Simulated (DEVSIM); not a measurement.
Structure: Schottky contact on n-type β-Ga2O3, at 250 K.

```tsv
layer (left to right)	material	thickness (μm)	Nd (cm⁻³)	τn (s)	τp (s)
1	β-Ga2O3	8.30	4.3e16	2.3e-9	2.3e-9
```

Left contact: Schottky, work function 5.33 eV, emission velocity 1.8e6 cm/s. Right contact: ohmic. Voltage is applied to the left contact. Recombination: SRH at mid-gap, Auger. Mobility is μmin + (μ − μmin)/(1 + (N/Nref)^α).

The device is made up for the run: typed textbook-type constants, with dimensions and the other settings drawn at random. Values at 300 K; Nc and Nv go as T^1.5, mobilities as T to minus their exponent, the gap by Varshni's rule with the affinity fixed.

```csv
parameter,β-Ga2O3
gap (eV),4.8
affinity (eV),4
permittivity,10
Nc (cm⁻³),3.7e18
Nv (cm⁻³),5e20
μn (cm²/Vs),160
μp (cm²/Vs),1
"μn,min",20
"μp,min",0.1
"Nref,n",1e18
"Nref,p",1e18
αn,0.8
αp,0.8
T exponent of μn,1.8
T exponent of μp,1.5
Cn (cm⁶/s),1e-31
Cp (cm⁶/s),1e-31
Varshni α (eV/K),0.0004
Varshni β (K),600
```

DEVSIM, 1D drift-diffusion, Boltzmann statistics, complete ionisation; no tunnelling, impact ionisation, image-force lowering or self-heating. Metal contacts follow the ideal Schottky-Mott rule: no Fermi-level pinning, no interface dipoles.

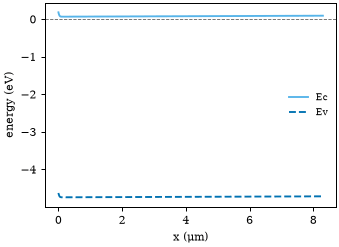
Fig. 1. Band edges at 1.15 V on the left contact

Energies count from the Fermi level of the right contact; mesh points crowd at the junctions.

```
x (μm)   Ec (eV)  Ev (eV)  n (cm⁻³)  p (cm⁻³)  field (V/cm)
-------  -------  -------  --------  --------  ------------
0.000      0.180   -4.631    1.6e14     < 1e2        -38000
0.01359    0.135   -4.676    1.5e15     < 1e2        -28000
0.03482    0.092   -4.719    1.2e16     < 1e2        -14000
0.06799    0.069   -4.742    3.5e16     < 1e2         -2600
0.1452     0.064   -4.746    4.3e16     < 1e2           ≈ 0
0.2405     0.065   -4.746    4.3e16     < 1e2            31
0.3894     0.065   -4.745    4.3e16     < 1e2            32
0.7360     0.066   -4.744    4.3e16     < 1e2            32
1.164      0.068   -4.743    4.3e16     < 1e2            32
1.832      0.070   -4.741    4.3e16     < 1e2            32
2.876      0.073   -4.738    4.3e16     < 1e2            32
5.052      0.080   -4.731    4.3e16     < 1e2            32
6.230      0.084   -4.727    4.3e16     < 1e2            32
6.984      0.086   -4.725    4.3e16     < 1e2            32
7.565      0.088   -4.723    4.3e16     < 1e2            32
7.838      0.089   -4.722    4.3e16     < 1e2            32
8.013      0.089   -4.721    4.3e16     < 1e2            32
8.125      0.090   -4.721    4.3e16     < 1e2            32
8.216      0.090   -4.721    4.3e16     < 1e2            32
8.255      0.090   -4.721    4.3e16     < 1e2            32
8.280      0.090   -4.721    4.3e16     < 1e2            32
8.300      0.090   -4.721    4.3e16     < 1e2            32
```
